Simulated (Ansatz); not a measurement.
CH$_{7}$GeN: geometry relaxation (part 1 of 2)

- system: CH$_{7}$GeN
- method: RKS PBE0-D4/def2-TZVP (Ansatz 0.2.0)

The geometry is a transition state displaced along its imaginary mode. The reaction was set up to form N2–H4 and to break Ge1–N2 and C3–H4 (atoms counted from 1 in the order of the input); sticks are drawn by distance alone. Figures and captions count atoms from 1; the log counts them from 0 in places.

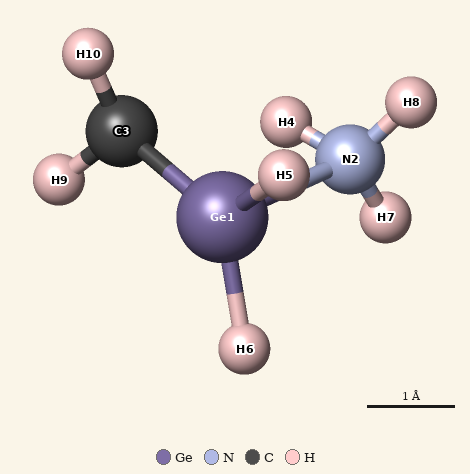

Figure 1. The input geometry (ball-and-stick view, seen at a tilt; atoms are numbered from 1 in the order of the input). Sticks mark near contacts.

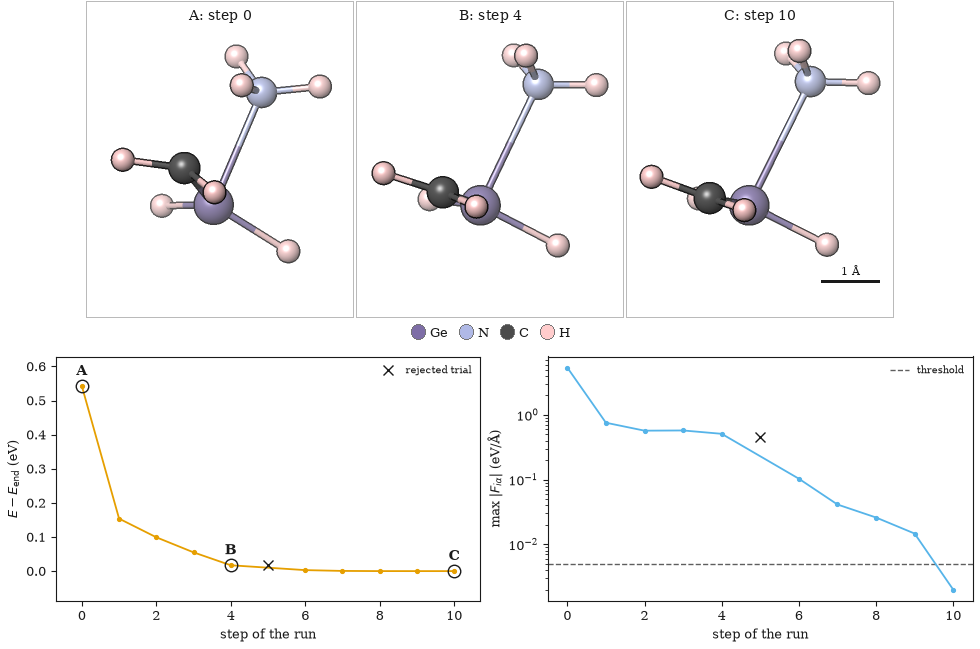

Figure 2. Frames of the relaxation (ball-and-stick view, seen at a tilt) above the curves, on which the letters mark them (the first geometry is step 0 here and step 1 in the log).

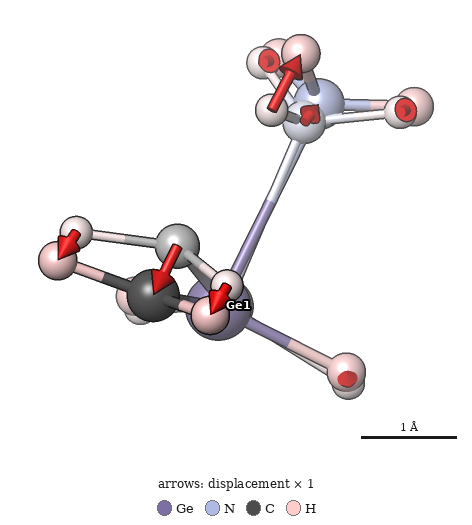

Figure 3. Start (faint) and end (solid) with the displacements as red arrows, at true length (ball-and-stick view, seen at a tilt). The two geometries are laid on each other by the best rigid fit. After 10 geometry steps the energy has fallen by 0.542 eV. The largest force component goes from 5.4 to 0.002 eV/Å. The line search rejected the trial step at point 5 (counted from 0) and went back. The largest move after the best rigid fit is that of H4, 0.70 Å. Largest moves by element: H 0.70 Å, C 0.60 Å, N 0.31 Å, Ge 0.18 Å. Among the contacts that change: Ge1–N2 2.131 → 2.474 Å, N2–H4 0.934 → 1.014 Å, Ge1–C3 1.832 → 1.779 Å, Ge1–H5 1.551 → 1.532 Å. Among the angles that change: N2–Ge1–C3 85.1° → 110.1°, Ge1–N2–H4 81.6° → 99.0°, N2–Ge1–H5 97.1° → 87.9°. (Atoms are counted from 1 in the order of the input.)

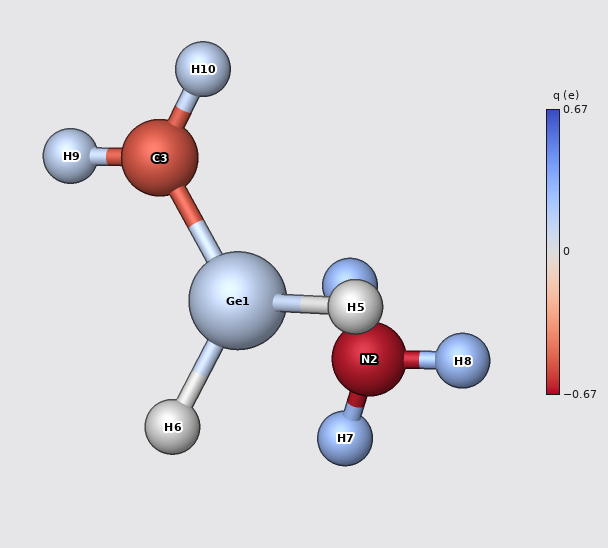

Figure 4. Mulliken charges, as the colour of each atom (ball-and-stick view, seen at a tilt; atoms are numbered from 1 in the order of the input). By element: Ge +0.12, N −0.64, C −0.52 and H −0.01 to +0.27 e.

The input that produced these results follows, with the program's output.

**Input file**
```yaml
crystal:
  periodic: [false, false, false]
  atoms:
    - {symbol: Ge, position_ang: [-0.774314, 0.122517, 0.649241]}
    - {symbol: N, position_ang: [1.307936, -0.129222, 0.273495]}
    - {symbol: C, position_ang: [-0.951987, 0.037823, -1.171984]}
    - {symbol: H, position_ang: [1.006263, -0.148875, -0.610308]}
    - {symbol: H, position_ang: [-0.662919, 1.427022, 1.481264]}
    - {symbol: H, position_ang: [-0.940854, -1.074322, 1.621749]}
    - {symbol: H, position_ang: [1.753427, -1.002055, 0.541102]}
    - {symbol: H, position_ang: [1.933707, 0.652927, 0.441999]}
    - {symbol: H, position_ang: [-1.440212, -0.847958, -1.561671]}
    - {symbol: H, position_ang: [-1.231048, 0.962144, -1.664888]}
basis:
  gaussian: {orbitals: def2-TZVP}
hamiltonian: {xc: pbe0, dispersion: d4}
relax: {f_tol: 0.005, max_steps: 200}
```

Launch command:
```bash
ansatz run in.yaml --threads 4 --pin off --events-out ev --progress --plain --max-ram 9574MiB
```

**Output**
```
Functional definition: PBE0
  name "PBE0"
  cite "Adamo & Barone, J. Chem. Phys. 110, 6158 (1999) doi:10.1063/1.478522"
  cite "Perdew, Burke & Ernzerhof, Phys. Rev. Lett. 77, 3865 (1996) doi:10.1103/PhysRevLett.77.3865"
  parent pbe
  parameter a = 0.25
  parameter kappa = 0.804
  parameter beta = 0.06672455060314922
  exchange = (1 - a)*pbe_x(kappa = kappa, mu = beta*pi^2/3) + a*exact_x
  correlation = pbe_c(beta = beta)
1044 factors; their error is unknown
mean field evaluation 1: about -59135.1913 eV, gradient 7.7e1 eV
mean field evaluation 2: about -59106.3440 eV, gradient 1.1e2 eV
mean field evaluation 4: about -59147.4190 eV, gradient 1.1e1 eV
mean field evaluation 8: about -59147.6826 eV, gradient 1.1e-1 eV
mean field evaluation 16: about -59147.9461 eV, gradient 8.7e-5 eV
mean field -59147.94611454 eV, -2173.6469277915 hartree, gradient 2.6e-5 eV, S^2 0.000000; 0 other end points of the search recorded, 0 dependent functions left out
the calculation of the forces begins
reference -59147.94614380 eV, -2173.6469288667 hartree; 26, 26 occupied and 126, 126 virtual orbitals, 1044 factors
relax step   1: F+E_penalty+E_count = -59148.08357294 eV  Δ(F+E_penalty+E_count) = +0.000e0 eV  max|allowed force component| = 5.375e0 eV/Å  Δτ_max = 0.0000 Å  (28 SCF iters, accepted)
these checks for a lower state are left out or cut short: starts, cluster_reference, orbital_swaps, neighbouring_geometries, increment
1044 factors; their error is unknown
mean field -59148.33794689 eV, -2173.6613273649 hartree, gradient 8.3e-6 eV, S^2 0.000000; 0 other end points of the search recorded, 0 dependent functions left out
the calculation of the forces begins
reference -59148.33797653 eV, -2173.6613284542 hartree; 26, 26 occupied and 126, 126 virtual orbitals, 1044 factors
relax step   2: F+E_penalty+E_count = -59148.47197996 eV  Δ(F+E_penalty+E_count) = -3.884e-1 eV  max|allowed force component| = 7.567e-1 eV/Å  Δτ_max = 0.1938 Å  (30 SCF iters, accepted)
these checks for a lower state are left out or cut short: starts, cluster_reference, orbital_swaps, neighbouring_geometries, increment
1044 factors; their error is unknown
mean field evaluation 32: about -59148.3919 eV, gradient 6.2e-6 eV
mean field -59148.39194743 eV, -2173.6633118482 hartree, gradient 6.2e-6 eV, S^2 0.000000; 0 other end points of the search recorded, 0 dependent functions left out
the calculation of the forces begins
reference -59148.39197662 eV, -2173.6633129208 hartree; 26, 26 occupied and 126, 126 virtual orbitals, 1044 factors
relax step   3: F+E_penalty+E_count = -59148.52667255 eV  Δ(F+E_penalty+E_count) = -5.469e-2 eV  max|allowed force component| = 5.706e-1 eV/Å  Δτ_max = 0.2000 Å  (31 SCF iters, accepted)
these checks for a lower state are left out or cut short: starts, cluster_reference, orbital_swaps, neighbouring_geometries, increment
1044 factors; their error is unknown
mean field -59148.43730620 eV, -2173.6649787521 hartree, gradient 1.4e-5 eV, S^2 0.000000; 0 other end points of the search recorded, 0 dependent functions left out
the calculation of the forces begins
reference -59148.43733560 eV, -2173.6649798324 hartree; 26, 26 occupied and 126, 126 virtual orbitals, 1044 factors
relax step   4: F+E_penalty+E_count = -59148.57084101 eV  Δ(F+E_penalty+E_count) = -4.417e-2 eV  max|allowed force component| = 5.747e-1 eV/Å  Δτ_max = 0.0817 Å  (31 SCF iters, accepted)
these checks for a lower state are left out or cut short: starts, cluster_reference, orbital_swaps, neighbouring_geometries, increment
1044 factors; their error is unknown
mean field -59148.47524025 eV, -2173.6663728027 hartree, gradient 1.2e-5 eV, S^2 0.000000; 0 other end points of the search recorded, 0 dependent functions left out
the calculation of the forces begins
reference -59148.47527024 eV, -2173.6663739049 hartree; 26, 26 occupied and 126, 126 virtual orbitals, 1044 factors
relax step   5: F+E_penalty+E_count = -59148.60868334 eV  Δ(F+E_penalty+E_count) = -3.784e-2 eV  max|allowed force component| = 5.102e-1 eV/Å  Δτ_max = 0.1655 Å  (30 SCF iters, accepted)
these checks for a lower state are left out or cut short: starts, cluster_reference, orbital_swaps, neighbouring_geometries, increment
1044 factors; their error is unknown
mean field -59148.47488485 eV, -2173.6663597421 hartree, gradient 1.5e-5 eV, S^2 0.000000; 0 other end points of the search recorded, 0 dependent functions left out
the calculation of the forces begins
reference -59148.47491532 eV, -2173.6663608617 hartree; 26, 26 occupied and 126, 126 virtual orbitals, 1044 factors
relax step   6: F+E_penalty+E_count = -59148.60714121 eV  Δ(F+E_penalty+E_count) = +1.542e-3 eV  max|allowed force component| = 4.553e-1 eV/Å  Δτ_max = 0.1279 Å  (30 SCF iters, rejected (line search))
these checks for a lower state are left out or cut short: starts, cluster_reference, orbital_swaps, neighbouring_geometries, increment
1044 factors; their error is unknown
mean field -59148.48963360 eV, -2173.6669017484 hartree, gradient 1.8e-5 eV, S^2 0.000000; 0 other end points of the search recorded, 0 dependent functions left out
the calculation of the forces begins
reference -59148.48966395 eV, -2173.6669028639 hartree; 26, 26 occupied and 126, 126 virtual orbitals, 1044 factors
relax step   7: F+E_penalty+E_count = -59148.62287433 eV  Δ(F+E_penalty+E_count) = -1.419e-2 eV  max|allowed force component| = 1.033e-1 eV/Å  Δτ_max = 0.0621 Å  (30 SCF iters, accepted)
these checks for a lower state are left out or cut short: starts, cluster_reference, orbital_swaps, neighbouring_geometries, increment
1044 factors; their error is unknown
mean field evaluation 64: about -59148.4924 eV, gradient 1.2e-4 eV
mean field -59148.49239273 eV, -2173.6670031448 hartree, gradient 1.6e-5 eV, S^2 0.000000; 0 other end points of the search recorded, 0 dependent functions left out
the calculation of the forces begins
reference -59148.49242330 eV, -2173.6670042683 hartree; 26, 26 occupied and 126, 126 virtual orbitals, 1044 factors
relax step   8: F+E_penalty+E_count = -59148.62525495 eV  Δ(F+E_penalty+E_count) = -2.381e-3 eV  max|allowed force component| = 4.131e-2 eV/Å  Δτ_max = 0.0401 Å  (30 SCF iters, accepted)
these checks for a lower state are left out or cut short: starts, cluster_reference, orbital_swaps, neighbouring_geometries, increment
1044 factors; their error is unknown
mean field -59148.49317366 eV, -2173.6670318434 hartree, gradient 1.6e-5 eV, S^2 0.000000; 0 other end points of the search recorded, 0 dependent functions left out
the calculation of the forces begins
reference -59148.49320427 eV, -2173.6670329684 hartree; 26, 26 occupied and 126, 126 virtual orbitals, 1044 factors
relax step   9: F+E_penalty+E_count = -59148.62574578 eV  Δ(F+E_penalty+E_count) = -4.908e-4 eV  max|allowed force component| = 2.601e-2 eV/Å  Δτ_max = 0.0315 Å  (31 SCF iters, accepted)
these checks for a lower state are left out or cut short: starts, cluster_reference, orbital_swaps, neighbouring_geometries, increment
1044 factors; their error is unknown
mean field -59148.49340135 eV, -2173.6670402110 hartree, gradient 1.3e-5 eV, S^2 0.000000; 0 other end points of the search recorded, 0 dependent functions left out
the calculation of the forces begins
reference -59148.49343206 eV, -2173.6670413392 hartree; 26, 26 occupied and 126, 126 virtual orbitals, 1044 factors
relax step  10: F+E_penalty+E_count = -59148.62578254 eV  Δ(F+E_penalty+E_count) = -3.676e-5 eV  max|allowed force component| = 1.470e-2 eV/Å  Δτ_max = 0.0155 Å  (30 SCF iters, accepted)
these checks for a lower state are left out or cut short: starts, cluster_reference, orbital_swaps, neighbouring_geometries, increment
1044 factors; their error is unknown
mean field -59148.49341413 eV, -2173.6670406803 hartree, gradient 1.5e-5 eV, S^2 0.000000; 0 other end points of the search recorded, 0 dependent functions left out
the calculation of the forces begins
reference -59148.49344480 eV, -2173.6670418076 hartree; 26, 26 occupied and 126, 126 virtual orbitals, 1044 factors
```
